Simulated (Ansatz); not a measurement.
# C4H5F3: basis-set convergence

How large a basis does C4H5F3 need? Two functionals are run in growing sets.

Program: Ansatz 0.2.0, Gaussian basis. Level of theory: one geometry, several basis sets. These are calculated values, not measurements.

The runs, in order: PBE0-D4/def2-SVP; ωB97M-V/def2-SVP; PBE0-D4/def2-QZVPP; ωB97M-V/def2-QZVPP; the functionals' def2-TZVPP values are taken from earlier runs.

### Step 1. The geometry

The geometry comes from an earlier relaxation with PBE0-D4 in a triple-zeta def2 set; it is a stationary point, not always the lowest conformer.

SMILES `FC1CCC1(F)F`, 12 atoms, charge 0, spin multiplicity 1.

Atoms are counted from 1 here; the program's logs count them from 0.

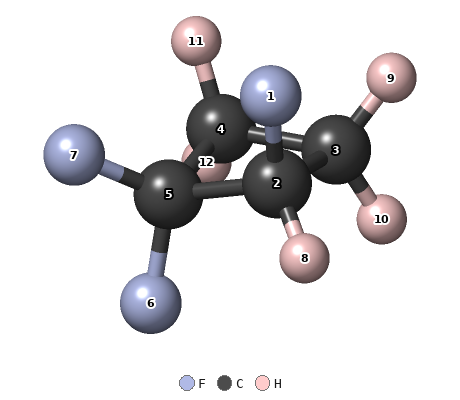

The structure; fluorine light blue, carbon dark grey, hydrogen pink; atoms are numbered from 1 in the order of the file.

### Step 2. PBE0-D4 in def2-SVP

Contents of in.yaml:

```yaml
crystal:
  periodic: [false, false, false]
  atoms:
    - {symbol: F, position_ang: [-1.679806, 0.548062, 1.058867]}
    - {symbol: C, position_ang: [-0.533601, 0.852936, 0.372444]}
    - {symbol: C, position_ang: [-0.475039, 0.136243, -0.985794]}
    - {symbol: C, position_ang: [0.394103, -0.980297, -0.355912]}
    - {symbol: C, position_ang: [0.640105, -0.041129, 0.818515]}
    - {symbol: F, position_ang: [1.811601, 0.635318, 0.695169]}
    - {symbol: F, position_ang: [0.592133, -0.549814, 2.057089]}
    - {symbol: H, position_ang: [-0.366099, 1.930452, 0.415870]}
    - {symbol: H, position_ang: [-1.447699, -0.158794, -1.375303]}
    - {symbol: H, position_ang: [0.057803, 0.722492, -1.734078]}
    - {symbol: H, position_ang: [-0.198931, -1.838881, -0.041982]}
    - {symbol: H, position_ang: [1.282329, -1.311789, -0.890785]}
basis:
  gaussian: {orbitals: def2-SVP}
hamiltonian: {xc: pbe0, dispersion: d4}
output: {orbitals: {seedname: orbitals}}
```

Command:

```console
> ansatz run in.yaml --threads 4 --pin off --events-out ev --progress --plain --max-ram 11315MiB
```

After this run come: ωB97M-V in def2-SVP; PBE0-D4 in def2-QZVPP; ωB97M-V in def2-QZVPP.

Q: Predict the results of all the runs planned. Wanted: PBE0-D4: double and triple zeta above quadruple; ωB97M-V: double and triple zeta above quadruple.

**Answer**, as computed:

| quantity | value |
| --- | --- |
| PBE0-D4: double and triple zeta above quadruple | 15.17, 0.64 eV |
| ωB97M-V: double and triple zeta above quadruple | 15.55, 0.60 eV |

What this shows: PBE0-D4 gains 14.54 eV from double to triple zeta, then 0.64 eV more. Total energies overstate the basis error of differences, where much of it tends to cancel. The LUMO of ωB97M-V is positive and keeps falling with the basis (3.29 to 1.93 eV): an unbound level that the basis holds in place.
